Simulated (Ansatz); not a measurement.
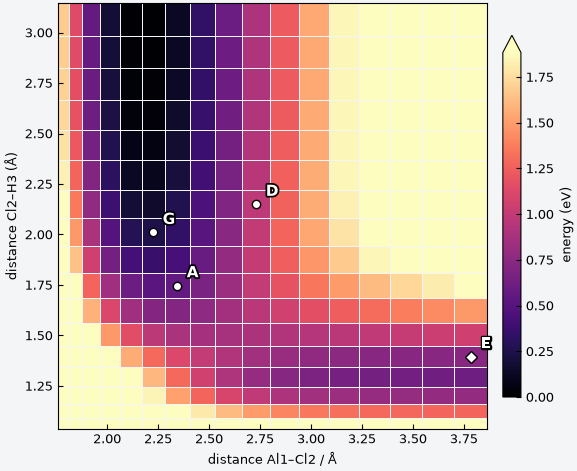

The system Al + ClH, spin multiplicity 2. First axis: distance Al1–Cl2. Second axis: distance Cl2–H3. Nothing is relaxed (the angle Al1–Cl2–H3 is fixed at 180 degrees). The grid has 17 × 17 points. Energies: eV, counted from the lowest grid point. Energies and slopes of some neighbouring points disagree (a jump in structure or state, or too coarse a mesh). Method: UKS PBE0-D4/def2-SVPD (Ansatz).

In the figure: one coloured cell a grid point, one colour for all values above the top of the scale, lettered points.

Question: Rank the lettered points by energy, lowest first.

Answer: G (0.24 eV), A (0.55 eV), E (0.73 eV), D (0.98 eV).
